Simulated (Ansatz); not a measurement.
Input

```
crystal:
  periodic: [false, false, false]
  atoms:
    - {symbol: Cl, position_ang: [0.173949, 0.059808, -2.087242]}
    - {symbol: O, position_ang: [0.219655, -0.026014, 1.001306]}
    - {symbol: H, position_ang: [-0.737284, -0.036341, 1.068533]}
    - {symbol: H, position_ang: [0.343680, 0.002547, 0.017303]}
basis:
  gaussian: {orbitals: "def2-TZVPPD.json"}
total_charge: -1
hamiltonian: {xc: pbe0, dispersion: d4}
output: {orbitals: {seedname: orbitals}}
```

Command:

```sh
ansatz run in.yaml --threads 2 --pin off --events-out ev --progress --plain --max-ram 5222MiB
```

Geometry: PBE0-D4/def2-TZVPD.

Computed with Ansatz 0.2.0, RKS PBE0-D4/def2-TZVPPD.

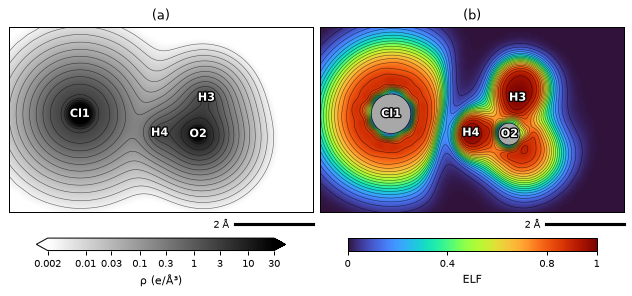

Cl···H₂O (SMILES [Cl-].O) (charge −1). (a) total electron density; (b) electron localisation function on the molecular plane. Grey discs cover the atomic cores in the ELF map.

Q: What does the map show?

A:
- The section cuts through Cl, O and H sites.
- Cl1···H4 (2.11 Å): the density falls to about 0.22 e/Å³ on the way; the ELF dips to about 0.20 between them: by its geometry a hydrogen bond between the two molecules, with no shared pair.
- O–H (0.96 Å): ρ at the midpoint is about 3.8 e/Å³; the ELF climbs to about 1 towards the hydrogen, as it does in any bond to H; a covalent bond by its length.
- The ELF also peaks beside O2, away from the bonds: lone-pair regions.
